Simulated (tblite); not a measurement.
**C$_{3}$H$_{6}$F$_{2}$Si (charge +1): geometry relaxation (part 1 of 2)**

System: C$_{3}$H$_{6}$F$_{2}$Si, charge +1, multiplicity 2.
Method: GFN2-xTB geometry optimisation, gas phase (tblite 0.8.0).

It belongs to a series of runs on one base structure; here: electron removed.

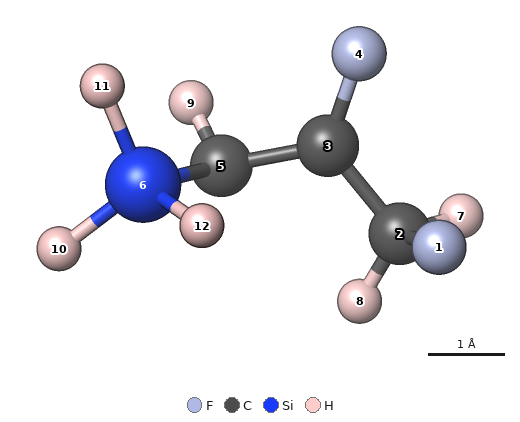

*The starting structure (ball-and-stick view, seen at a tilt; atoms are numbered from 1 in the order of the input).*

Bond lengths as drawn: C–C 1.49 to 1.52 Å, C–F 1.35 to 1.40 Å, C–H 1.09 to 1.10 Å, C–Si 1.87 Å and H–Si 1.46 to 1.47 Å.

Results in brief

| quantity | value |
| --- | --- |
| outcome | converged |
| total energy | −547.8565 eV |
| hardware | 1 CPU thread, shared host |
| wall time | 0.75 s |
| peak memory | 0.18 GiB |

Input
```
{"job": {"kind": "relax", "xc": "GFN2-xTB", "basis": "xTB"}, "charge": 1, "multiplicity": 2}
F     -1.735500     1.342100     1.198500
C     -1.832600     0.434500     0.141700
C     -0.716500    -0.570600     0.356300
F     -0.650700    -1.328500     1.470600
C      0.291100    -0.685100    -0.730700
Si     1.839400     0.267300    -0.306300
H     -2.812000    -0.073600     0.171800
H     -1.705000     0.942500    -0.824200
H      0.553600    -1.732700    -0.884000
H      2.452500     0.646200    -1.579400
H      2.756400    -0.655000     0.386900
H      1.560700     1.412300     0.572600
```

The first line tells a small driver script what to run in tblite; the rest is the geometry in Å.

Command:
```bash
OMP_NUM_THREADS=1 python <driver script> task.json out
```

What the program printed
```
step      E/eV     max force
  0    -546.14018    4.727
  1    -546.56902    1.934
  2    -546.68255    1.293
  3    -546.72739    0.674
  4    -546.77521    0.692
  5    -546.81078    0.922
  6    -546.84681    0.727
  7    -546.86603    0.428
  8    -546.88267    0.376
  9    -546.89988    0.591
 10    -546.92258    0.730
 11    -546.94602    0.703
 12    -546.96843    0.623
 13    -546.98995    0.625
 14    -547.01745    0.652
 15    -547.05057    0.811
 16    -547.08548    0.858
 17    -547.12693    0.847
 18    -547.17940    0.846
 19    -547.23349    0.977
 20    -547.23484    1.790
 21    -547.30511    0.474
 22    -547.32430    0.307
 23    -547.35716    0.500
 24    -547.37575    0.467
 25    -547.39588    0.285
 26    -547.40503    0.261
 27    -547.41556    0.349
 28    -547.42852    0.345
 29    -547.44787    0.441
 30    -547.46708    0.418
 31    -547.48240    0.351
 32    -547.49459    0.382
 33    -547.50526    0.269
 34    -547.51226    0.177
 35    -547.51684    0.180
 36    -547.52173    0.213
 37    -547.52786    0.287
 38    -547.53336    0.197
 39    -547.53850    0.175
 40    -547.54459    0.213
 41    -547.55189    0.239
 42    -547.56014    0.212
 43    -547.56551    0.221
 44    -547.57051    0.254
 45    -547.57686    0.244
 46    -547.58502    0.328
 47    -547.59429    0.271
 48    -547.60250    0.460
 49    -547.61513    0.285
 50    -547.63315    0.272
 51    -547.65455    0.364
 52    -547.65754    0.693
 53    -547.67020    0.443
 54    -547.67687    0.290
 55    -547.68488    0.237
 56    -547.70319    0.390
 57    -547.70948    0.250
 58    -547.71892    0.264
 59    -547.73053    0.276
 60    -547.73696    0.360
 61    -547.74376    0.352
 62    -547.75235    0.217
 63    -547.76058    0.213
 64    -547.76675    0.183
 65    -547.76991    0.108
 66    -547.77102    0.177
 67    -547.77248    0.089
 68    -547.77425    0.084
 69    -547.77670    0.110
 70    -547.77833    0.137
 71    -547.77975    0.073
 72    -547.78082    0.063
 73    -547.78135    0.063
 74    -547.78162    0.066
 75    -547.78201    0.061
 76    -547.78260    0.064
 77    -547.78337    0.064
 78    -547.78408    0.074
 79    -547.78456    0.051
 80    -547.78492    0.059
 81    -547.78540    0.072
 82    -547.78614    0.085
 83    -547.78708    0.113
 84    -547.78784    0.088
 85    -547.78827    0.047
 86    -547.78859    0.053
 87    -547.78906    0.069
 88    -547.78993    0.108
 89    -547.79016    0.201
 90    -547.79152    0.211
 91    -547.79297    0.112
 92    -547.79420    0.171
 93    -547.79593    0.073
 94    -547.79793    0.106
 95    -547.80163    0.167
 96    -547.80397    0.161
 97    -547.80677    0.285
 98    -547.80986    0.191
 99    -547.81377    0.206
100    -547.81693    0.150
101    -547.81901    0.131
102    -547.82234    0.161
103    -547.82572    0.229
104    -547.83032    0.223
105    -547.83434    0.144
106    -547.83678    0.106
107    -547.83841    0.116
108    -547.83998    0.129
109    -547.84294    0.137
110    -547.84558    0.164
111    -547.84904    0.166
112    -547.85135    0.099
113    -547.85248    0.065
114    -547.85296    0.052
115    -547.85329    0.045
116    -547.85349    0.039
117    -547.85363    0.038
118    -547.85381    0.048
119    -547.85410    0.056
120    -547.85449    0.065
121    -547.85491    0.050
122    -547.85521    0.042
123    -547.85545    0.039
124    -547.85567    0.055
125    -547.85589    0.055
126    -547.85607    0.029
127    -547.85615    0.021
128    -547.85618    0.020
129    -547.85623    0.019
130    -547.85630    0.019
131    -547.85639    0.019
132    -547.85647    0.015
133    -547.85651    0.009
```

Trajectory as extended XYZ (Å, eV, eV/Å), 39 of the 134 frames kept, from step=0 to step=133
```
12
Properties=species:S:1:pos:R:3:forces:R:3 step=0 energy=-546.14018
F    -1.7355    1.3421    1.1985   -0.4260  -0.4880  -0.8960
C    -1.8326    0.4345    0.1417    0.9490  -0.1380   1.2700
C    -0.7165   -0.5706    0.3563    1.6070  -0.5280  -2.0680
F    -0.6507   -1.3285    1.4706   -0.3330   1.1580  -2.0030
C     0.2911   -0.6851   -0.7307   -2.6730  -1.2610   3.6890
Si    1.8394    0.2673   -0.3063    1.0290   1.4610   0.2570
H    -2.8120   -0.0736    0.1718    0.0830   0.1530   0.2130
H    -1.7050    0.9425   -0.8242    0.0280   0.1250   0.3120
H     0.5536   -1.7327   -0.8840    0.0570   0.0000  -0.3340
H     2.4525    0.6462   -1.5794   -0.0930  -0.0550  -0.2110
H     2.7564   -0.6550    0.3869   -0.1120  -0.3010  -0.0380
H     1.5607    1.4123    0.5726   -0.1170  -0.1240  -0.1920
12
Properties=species:S:1:pos:R:3:forces:R:3 step=4 energy=-546.77521
F    -1.7572    1.3318    1.1730   -0.0420   0.1320   0.1790
C    -1.8013    0.4288    0.1618   -0.1630   0.3040   0.0620
C    -0.7248   -0.5721    0.3032    0.5280  -0.3690  -0.2520
F    -0.6897   -1.2949    1.3944   -0.5050  -0.2150   0.2140
C     0.2700   -0.7600   -0.6056    0.3120   0.2320   0.1690
Si    1.9039    0.3290   -0.2966    0.0780   0.0880   0.0210
H    -2.7822   -0.0655    0.1945   -0.0810  -0.1260   0.1130
H    -1.7028    0.9504   -0.7873    0.0320   0.2730  -0.1920
H     0.5692   -1.7436   -0.9080    0.2110  -0.3640  -0.0680
H     2.4375    0.6414   -1.6114   -0.1440  -0.0130  -0.2660
H     2.7372   -0.6741    0.3814   -0.0950  -0.1170   0.0020
H     1.5414    1.4282    0.5745   -0.1320   0.1760   0.0200
12
Properties=species:S:1:pos:R:3:forces:R:3 step=7 energy=-546.86603
F    -1.7698    1.3439    1.1861    0.1540  -0.1080  -0.0050
C    -1.7973    0.4498    0.1620    0.2150  -0.0720  -0.0150
C    -0.7149   -0.5920    0.2820    0.3140   0.0440   0.2080
F    -0.7808   -1.3145    1.3839   -0.3450  -0.1810  -0.1780
C     0.3421   -0.7906   -0.5570   -0.1400  -0.0140   0.0300
Si    1.9487    0.3695   -0.2927   -0.2250  -0.0200  -0.0780
H    -2.7658   -0.0746    0.2224    0.0180   0.0050  -0.0520
H    -1.6993    0.9884   -0.7818   -0.0490   0.1410  -0.0540
H     0.6056   -1.7817   -0.9242    0.1120   0.1820   0.2360
H     2.4068    0.6362   -1.6620   -0.1390  -0.0110   0.0790
H     2.7121   -0.6974    0.3774    0.0160   0.0680  -0.0040
H     1.5137    1.4623    0.5778    0.0690  -0.0340  -0.1660
12
Properties=species:S:1:pos:R:3:forces:R:3 step=10 energy=-546.92258
F    -1.7474    1.3340    1.1951    0.1870  -0.0460  -0.0180
C    -1.7676    0.4559    0.1566   -0.0380   0.0080  -0.0680
C    -0.6741   -0.5954    0.3041   -0.7200   0.1020   0.0670
F    -0.8910   -1.3645    1.3541    0.0200  -0.1550  -0.2550
C     0.3713   -0.7991   -0.5283    0.0590   0.0480   0.1010
Si    1.9346    0.3811   -0.3031   -0.0710  -0.1610  -0.0090
H    -2.7449   -0.0776    0.2273    0.3700   0.1170  -0.1270
H    -1.7028    1.0298   -0.7838    0.0960  -0.1930   0.2670
H     0.6491   -1.7815   -0.8931    0.0820   0.0060   0.1740
H     2.3649    0.6317   -1.6803   -0.0610  -0.0010   0.0010
H     2.7000   -0.6949    0.3730    0.0220   0.2060  -0.0600
H     1.5092    1.4798    0.5523    0.0530   0.0690  -0.0720
12
Properties=species:S:1:pos:R:3:forces:R:3 step=14 energy=-547.01745
F    -1.6644    1.3211    1.2203    0.0720   0.1320   0.1530
C    -1.7223    0.4769    0.1588   -0.0920   0.0490   0.2570
C    -0.7194   -0.6208    0.3124    0.3810  -0.4060  -0.3390
F    -1.0752   -1.4874    1.2353    0.0050  -0.1710  -0.0760
C     0.3974   -0.8074   -0.4315   -0.2150  -0.0150   0.0030
Si    1.8963    0.3860   -0.3209    0.0590   0.2530   0.0200
H    -2.6662   -0.0631    0.2049   -0.6360   0.0660   0.0170
H    -1.6704    1.0654   -0.7503    0.3080   0.0840  -0.2320
H     0.7312   -1.7771   -0.7855   -0.1450  -0.1150   0.2070
H     2.2796    0.6215   -1.7154   -0.0100  -0.0630  -0.0730
H     2.6988   -0.6442    0.3557    0.2630   0.0680   0.0470
H     1.5158    1.5283    0.4902    0.0090   0.1190   0.0150
12
Properties=species:S:1:pos:R:3:forces:R:3 step=18 energy=-547.17940
F    -1.4990    1.3165    1.2854   -0.1420  -0.6220  -0.4390
C    -1.7026    0.4946    0.2056   -0.0080  -0.4030  -0.4790
C    -0.8043   -0.7416    0.2636   -0.2840   0.4890   0.6290
F    -1.3074   -1.7289    0.9909    0.0820   0.2590  -0.4210
C     0.3988   -0.8257   -0.3101    0.5140  -0.1220  -0.1180
Si    1.8527    0.4396   -0.3361    0.0130  -0.1630   0.0740
H    -2.7139    0.0362    0.1711    0.0440   0.7670   0.3520
H    -1.5055    1.0912   -0.7107   -0.0990  -0.2520   0.4390
H     0.7990   -1.8085   -0.5397   -0.0680  -0.1430  -0.0520
H     2.1523    0.5812   -1.7823   -0.0560  -0.1470   0.1040
H     2.7956   -0.5034    0.3326    0.0810   0.2820  -0.1340
H     1.5356    1.6481    0.4035   -0.0760   0.0550   0.0450
12
Properties=species:S:1:pos:R:3:forces:R:3 step=21 energy=-547.30511
F    -1.4623    1.2596    1.2702    0.0110  -0.0760   0.2210
C    -1.7074    0.4600    0.1919   -0.1080   0.1300  -0.0520
C    -0.8103   -0.7509    0.2733   -0.1630  -0.1420  -0.2190
F    -1.3613   -1.7867    0.8769    0.1000   0.1150  -0.1320
C     0.4194   -0.8416   -0.2791    0.1300   0.2090   0.3120
Si    1.8453    0.4591   -0.3294   -0.1530  -0.2190   0.0960
H    -2.7746    0.1516    0.1986    0.4300   0.1910   0.0540
H    -1.4464    1.0767   -0.6752   -0.2080  -0.1300  -0.1780
H     0.7963   -1.8424   -0.4618    0.0110  -0.1160  -0.0660
H     2.1127    0.5491   -1.7922   -0.0410  -0.1160   0.1360
H     2.8548   -0.4280    0.3161    0.0530   0.2350  -0.1300
H     1.5349    1.6929    0.3848   -0.0630  -0.0810  -0.0420
12
Properties=species:S:1:pos:R:3:forces:R:3 step=24 energy=-547.37575
F    -1.3688    1.2044    1.3018    0.0640  -0.0260   0.1120
C    -1.6860    0.4593    0.2001    0.1880   0.0400   0.1570
C    -0.8703   -0.8037    0.2437    0.4230  -0.0960  -0.1740
F    -1.4748   -1.8900    0.6821    0.0370   0.3020  -0.1490
C     0.4271   -0.8545   -0.1621   -0.1700  -0.1870   0.1320
Si    1.7949    0.4616   -0.3212   -0.0240   0.0670   0.1300
H    -2.7570    0.2703    0.2003   -0.2160  -0.0960   0.0900
H    -1.3850    1.0621   -0.6547   -0.1050   0.1190  -0.3200
H     0.8262   -1.8591   -0.3204   -0.0750   0.0350   0.0060
H     2.0313    0.5021   -1.7982   -0.0450  -0.1550   0.1340
H     2.9243   -0.2983    0.2781    0.0550   0.0940  -0.1070
H     1.5394    1.7451    0.3243   -0.1320  -0.0960  -0.0100
12
Properties=species:S:1:pos:R:3:forces:R:3 step=28 energy=-547.42852
F    -1.2948    1.1544    1.3383    0.1620   0.1090  -0.2840
C    -1.6508    0.4741    0.2042   -0.1560  -0.0090  -0.0840
C    -0.8624   -0.8174    0.2044   -0.2680   0.1680   0.0650
F    -1.5546   -1.8908    0.5211    0.0920   0.0710  -0.1040
C     0.4593   -0.8920   -0.0677   -0.0550  -0.0110  -0.2590
Si    1.7644    0.4647   -0.2822    0.0700  -0.0350   0.0590
H    -2.7439    0.3300    0.2413    0.2440  -0.1990   0.0370
H    -1.3946    1.0752   -0.6878   -0.0420   0.0300   0.3410
H     0.8422   -1.8936   -0.2479    0.0220  -0.0780   0.0980
H     1.9610    0.4231   -1.7676   -0.0510  -0.1150   0.0370
H     2.9853   -0.1932    0.2233    0.1580   0.0000   0.0050
H     1.4901    1.7648    0.2945   -0.1760   0.0680   0.0880
12
Properties=species:S:1:pos:R:3:forces:R:3 step=32 energy=-547.49459
F    -1.1837    1.1653    1.3094   -0.0810   0.1650  -0.1120
C    -1.6373    0.4945    0.2046    0.2140  -0.1310   0.0730
C    -0.8660   -0.7901    0.1532    0.1010  -0.3300  -0.1630
F    -1.6002   -1.8625    0.3758    0.0830  -0.0130  -0.0360
C     0.4665   -0.9201   -0.0651   -0.0160   0.0470   0.0580
Si    1.7606    0.4620   -0.2169    0.1320  -0.0290   0.0620
H    -2.7080    0.2909    0.2945   -0.0560   0.1160   0.1680
H    -1.4322    1.1189   -0.6700   -0.0740   0.1130  -0.0590
H     0.8465   -1.9400   -0.1719   -0.1180   0.1890  -0.0100
H     1.8916    0.3103   -1.7147   -0.0310  -0.0280  -0.0070
H     3.0800   -0.1066    0.1738   -0.1490   0.1140   0.0280
H     1.3834    1.7768    0.3011   -0.0040  -0.2130  -0.0040
12
Properties=species:S:1:pos:R:3:forces:R:3 step=35 energy=-547.51684
F    -1.1371    1.1755    1.2868    0.0930   0.0840   0.0030
C    -1.6136    0.4889    0.2055   -0.1070   0.1320  -0.0340
C    -0.8641   -0.8035    0.1121   -0.0870   0.1330   0.0790
F    -1.6188   -1.8661    0.2851    0.0580  -0.1540  -0.0740
C     0.4731   -0.9274   -0.0419    0.0690   0.0020   0.0240
Si    1.7654    0.4530   -0.1803    0.0050   0.0130  -0.1380
H    -2.6855    0.3119    0.3420   -0.0430   0.0030   0.1060
H    -1.4573    1.1391   -0.6649   -0.0320  -0.0570  -0.0950
H     0.8373   -1.9446   -0.1320    0.0790  -0.0650  -0.0770
H     1.8506    0.2506   -1.6883   -0.0390  -0.0130   0.0310
H     3.1151   -0.0377    0.1508   -0.0150   0.0210   0.1210
H     1.3362    1.7597    0.2991    0.0180  -0.1000   0.0530
12
Properties=species:S:1:pos:R:3:forces:R:3 step=38 energy=-547.53336
F    -1.0867    1.2025    1.2608    0.0560   0.0110  -0.1730
C    -1.6108    0.5043    0.2038   -0.0590  -0.0200   0.0850
C    -0.8607   -0.7922    0.0853    0.0120   0.0100   0.1020
F    -1.6073   -1.8737    0.2007   -0.0030   0.0940  -0.0580
C     0.4842   -0.9345   -0.0244   -0.1220   0.0180  -0.0200
Si    1.7764    0.4438   -0.1662   -0.0770  -0.0410  -0.0200
H    -2.6762    0.3249    0.4100    0.0970   0.0190  -0.0140
H    -1.4974    1.1478   -0.6853   -0.0840  -0.1570   0.0700
H     0.8344   -1.9576   -0.1238    0.0490   0.0080  -0.0610
H     1.8132    0.1911   -1.6544   -0.0070  -0.0230  -0.1660
H     3.1411    0.0240    0.1524    0.1210  -0.0350   0.1510
H     1.2910    1.7188    0.3150    0.0160   0.1170   0.1040
12
Properties=species:S:1:pos:R:3:forces:R:3 step=42 energy=-547.56014
F    -1.0508    1.2808    1.1832    0.0810   0.0490   0.0700
C    -1.6208    0.5081    0.2158    0.1390  -0.0670  -0.0270
C    -0.8528   -0.7753    0.0971    0.0040  -0.1160  -0.0960
F    -1.5816   -1.8717    0.1773   -0.1980   0.0660   0.0370
C     0.4848   -0.9249   -0.0430    0.0690  -0.0040  -0.0410
Si    1.7947    0.4340   -0.1806    0.0410   0.0890   0.0740
H    -2.6622    0.3143    0.4851   -0.1020  -0.0070   0.0840
H    -1.5792    1.1133   -0.7025   -0.1060  -0.1530  -0.1000
H     0.8401   -1.9432   -0.1889   -0.0640   0.0630  -0.0200
H     1.8028    0.1615   -1.6814    0.0780   0.0480   0.1060
H     3.1493    0.0258    0.2336   -0.0780   0.0320  -0.0440
H     1.2771    1.6767    0.3782    0.1360   0.0000  -0.0430
12
Properties=species:S:1:pos:R:3:forces:R:3 step=46 energy=-547.58502
F    -1.0040    1.3304    1.1293   -0.0510  -0.1280  -0.2980
C    -1.6111    0.4995    0.2274   -0.2470   0.1400   0.0380
C    -0.8487   -0.7798    0.0938   -0.1100   0.1240   0.0590
F    -1.6174   -1.8486    0.1614    0.0540  -0.1110  -0.0270
C     0.4885   -0.9194   -0.0560   -0.1290  -0.0260  -0.0380
Si    1.8055    0.4379   -0.1762   -0.0100  -0.0560   0.0190
H    -2.6484    0.3137    0.5583    0.2220  -0.0130   0.0980
H    -1.6701    1.0335   -0.7385    0.0470  -0.0030   0.1080
H     0.8386   -1.9250   -0.2469    0.0360  -0.1400  -0.0140
H     1.8187    0.1573   -1.6744    0.1120   0.0810   0.1320
H     3.1416    0.0349    0.2820    0.0250  -0.0210  -0.0670
H     1.3080    1.6650    0.4137    0.0510   0.1510  -0.0090
12
Properties=species:S:1:pos:R:3:forces:R:3 step=49 energy=-547.61513
F    -0.9442    1.3760    1.0159   -0.1220   0.0130  -0.1450
C    -1.6318    0.4940    0.2390    0.0190   0.0250  -0.0790
C    -0.8665   -0.7728    0.0837    0.0150  -0.1710   0.0150
F    -1.6392   -1.8446    0.1317    0.1470  -0.0570  -0.0250
C     0.4683   -0.9121   -0.0986   -0.0410  -0.0530   0.1680
Si    1.8172    0.4355   -0.1516   -0.2240  -0.0490   0.1700
H    -2.6272    0.3167    0.6676    0.0860   0.0220   0.1330
H    -1.7620    0.9401   -0.7587   -0.1110   0.2120  -0.0030
H     0.8189   -1.9212   -0.2969   -0.0270   0.0150  -0.0450
H     1.8625    0.1582   -1.6263    0.1320   0.0450  -0.1480
H     3.1532    0.0586    0.3171    0.0980  -0.1040  -0.0300
H     1.3518    1.6707    0.4510    0.0280   0.1020  -0.0110
12
Properties=species:S:1:pos:R:3:forces:R:3 step=52 energy=-547.65754
F    -0.9216    1.4711    0.7596    0.4570   0.4480   0.2670
C    -1.6618    0.4852    0.2295   -0.0430  -0.3390  -0.0480
C    -0.8818   -0.7773    0.0859   -0.0070   0.0570  -0.1830
F    -1.6353   -1.8587    0.1243   -0.0530  -0.0580  -0.0160
C     0.4429   -0.9041   -0.1333    0.2510  -0.0490   0.0340
Si    1.8094    0.4109   -0.0944    0.0790   0.1550  -0.2040
H    -2.5206    0.3207    0.8835   -0.2860  -0.0030  -0.0070
H    -1.9698    0.8422   -0.7615   -0.3520  -0.0750  -0.1060
H     0.7886   -1.8890   -0.4395   -0.0410  -0.0150   0.1210
H     1.9719    0.1928   -1.5993    0.0570   0.0710   0.2240
H     3.1502    0.0311    0.3946   -0.0370  -0.1430  -0.0630
H     1.4291    1.6743    0.5245   -0.0240  -0.0480  -0.0190
12
Properties=species:S:1:pos:R:3:forces:R:3 step=56 energy=-547.70319
F    -0.8873    1.5279    0.6059   -0.1890  -0.3050  -0.1520
C    -1.6732    0.4754    0.2250    0.0000   0.2440   0.1910
C    -0.8817   -0.7730    0.0515   -0.0040   0.0810   0.0780
F    -1.6483   -1.8502    0.1084    0.1180   0.0200  -0.1410
C     0.4518   -0.9048   -0.1439   -0.1020   0.0860  -0.1430
Si    1.8111    0.4244   -0.0741    0.1370  -0.0620   0.0690
H    -2.4559    0.3285    0.9917    0.1110   0.0650  -0.1040
H    -2.1621    0.7606   -0.7252   -0.0240  -0.0670   0.1250
H     0.7648   -1.8840   -0.5012    0.0830   0.0080   0.2160
H     2.0641    0.2314   -1.5363    0.0280   0.0320  -0.1590
H     3.1445   -0.0227    0.4111   -0.1080  -0.0910  -0.0090
H     1.4733    1.6858    0.5610   -0.0490  -0.0120   0.0290
12
Properties=species:S:1:pos:R:3:forces:R:3 step=60 energy=-547.73696
F    -0.8991    1.5426    0.4581    0.0840   0.1650   0.0660
C    -1.6956    0.4759    0.2334   -0.2610  -0.2360  -0.0780
C    -0.8861   -0.7579    0.0411   -0.0280  -0.1290  -0.0780
F    -1.5999   -1.8777    0.0825   -0.0020   0.3170  -0.0400
C     0.4474   -0.8698   -0.1821   -0.0320   0.0390   0.0570
Si    1.8321    0.4232   -0.0636   -0.0460   0.0710  -0.1070
H    -2.4184    0.3685    1.0589    0.1730  -0.0220   0.1290
H    -2.3099    0.7052   -0.6558    0.0730  -0.1150  -0.0860
H     0.7553   -1.8701   -0.4854    0.0890   0.0900   0.0840
H     2.1537    0.2890   -1.5339   -0.0610   0.0260   0.0120
H     3.1200   -0.1103    0.4296    0.0220  -0.1210   0.0620
H     1.5017    1.6806    0.5911   -0.0110  -0.0850  -0.0200
```
